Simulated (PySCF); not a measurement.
# ZrCl (charge +1, triplet): what the fields show

```
atom   x (Å)   y (Å)    z (Å)
  Zr  0.0000  0.0000  -0.6253
  Cl  0.0000  0.0000   1.6077
```

Core potentials replace the inner electrons of Zr.

These are results of PySCF 2.14.0, PBE0/def2-TZVPPD, non-relativistic Hamiltonian with scalar-relativistic core potentials where named, at a bond length of 2.233 Å, not measurements.

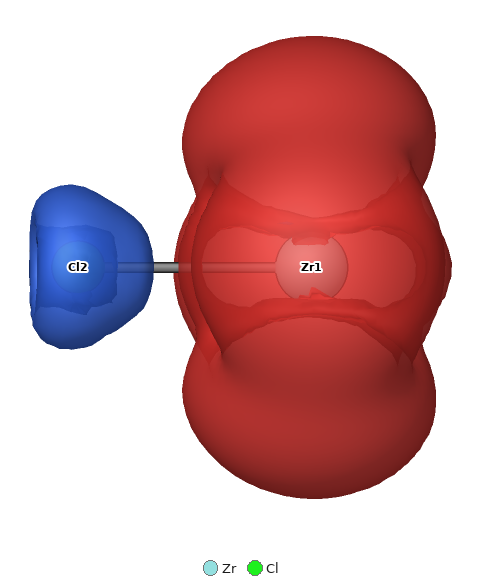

Figure 1. Isosurfaces of the spin density at +0.015 (red) and −0.015 e/Å³ (blue), seen from one side.

Question: Describe the spin distribution.

Answer: The unpaired spin (2 electrons) lies mostly on Zr1 (about 2.0), in electrons by Hirshfeld's partition.

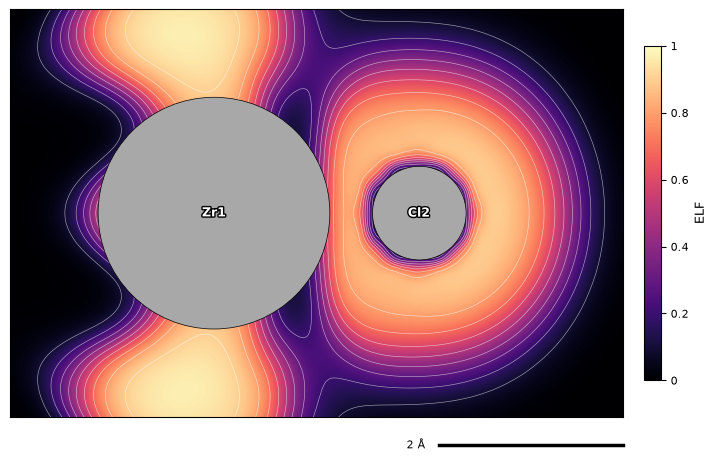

Figure 2. Electron localisation function on a plane that holds the molecular axis. Grey discs cover the atomic cores.

Question: What does the map show?

Answer: Atoms in the plane: Zr and Cl. Zr–Cl (2.23 Å): the ELF peaks at about 0.80 in the valence shell of Cl, 0.8 Å from its nucleus, and is about 0.40 at the midpoint.
